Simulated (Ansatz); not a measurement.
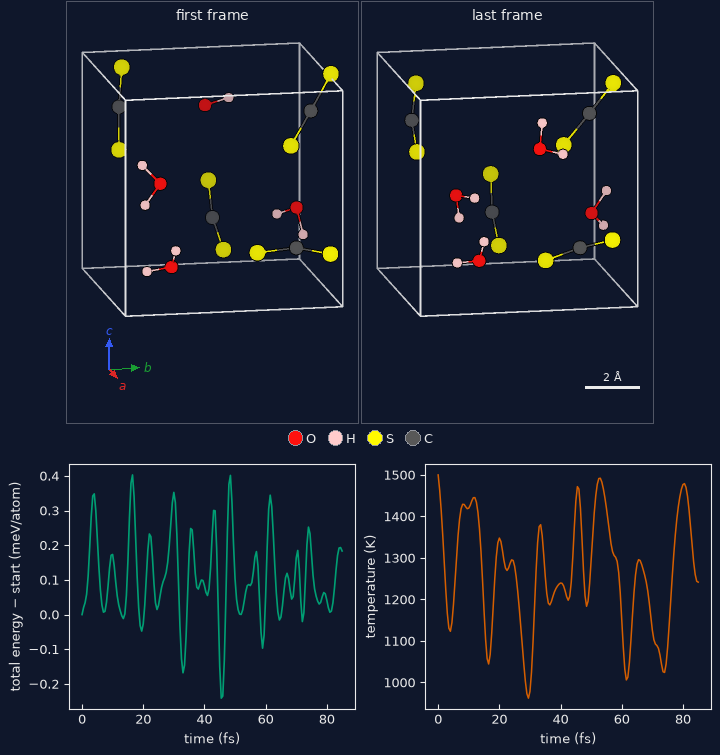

First-principles dynamics of a periodic cell with 4 H2O + 4 CS2 at 1.093 g/cm³, 85 fs long. It starts from the last geometry of an earlier run, with fresh velocities. The picture is a ball-and-stick view of the simulation cell, seen slightly off an axis.

The calculation used DFT PBE-D3(BJ), scalar-relativistic, plane waves, PAW in Ansatz 0.2.0. Set-up: plane-wave cutoff 420 eV; k-point mesh 1 × 1 × 1; Fermi-Dirac smearing 0.02 eV; low-accuracy preset; constant energy (NVE); velocities drawn for 1500 K; time step 0.5 fs; H given the mass 2.014 u.

> Is this trajectory numerically sound?

The total energy stays between −0.24 and 0.4 meV per atom of its start. A straight-line fit has a slope that amounts to −0.038 meV per atom over 85 fs (under 0.1 % of the mean kinetic energy), and the ripple about it is 0.7 % of the kinetic energy's fluctuation. With a drift under 2 % and a ripple under 7 %, the integration is accurate. The mean temperature in the second half is 1273 K (standard deviation 140 K). The potential energy in the second half lies on average 28.2 meV per atom above the first frame.

Limits of the set-up: the program's low-accuracy preset was used; masses were changed (H 2.014 u), which shifts the vibrations; the periodic images lie only 8.3 Å apart, so the values are limited by the cell's size.

The run took about 5 core-minutes on a shared host.
